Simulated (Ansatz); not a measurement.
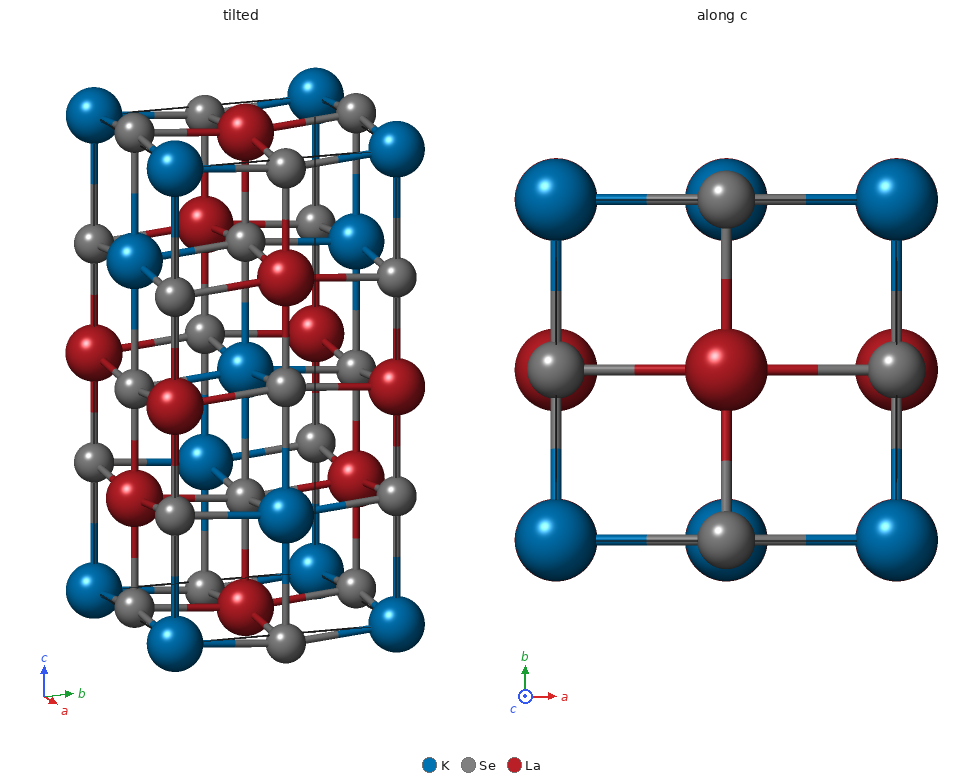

Shown here is a ball-and-stick view of the crystal, taken slightly off an axis and along the c axis. The conventional unit cell is outlined; an atom on or near a face, edge or corner is repeated at each equivalent position.

KLaSe2, space group I4_1/amd (No. 141), a = 6.237 Å, b = 6.237 Å, c = 12.941 Å, α = 90.00°, β = 90.00°, γ = 90.00°. The cell started as a structure type filled with these elements by a generator (whether the compound takes this form wasn't checked). Earlier steps of the study may have refined or changed the cell and positions. Ansatz was used for an electronic-structure calculation on it.

This one geometry was computed with Ansatz (DFT, plane waves, PAW) at five levels of theory: r2SCAN, PBE with spin-orbit coupling, PBE, HSE06 and PBE0. It was relaxed beforehand with r2SCAN.

Q: How does the band gap change with the level of theory?

A: PBE with spin-orbit coupling: a gap of 1.89 eV, direct; PBE: a gap of 2.00 eV, direct; r2SCAN: a gap of 2.35 eV, direct; HSE06: a gap of 2.71 eV, direct; PBE0: a gap of 3.39 eV, direct.

Q: Collect the results in a table.

A:
| level | cutoff (eV) | k-mesh of the run's cell | gap (eV) | pressure (GPa) |
| --- | --- | --- | --- | --- |
| r2SCAN | 500 | 6×6×6 | 2.35 | 0.0 |
| PBE with spin-orbit coupling | 420 | 6×6×6 | 1.89 | 0.4 |
| PBE | 420 | 6×6×6 | 2.00 | 0.4 |
| HSE06 | 420 | 4×4×4 | 2.71 | -0.1 |
| PBE0 | 420 | 4×4×4 | 3.39 | -0.1 |

Gaps are taken on the k-mesh or band path of each run.
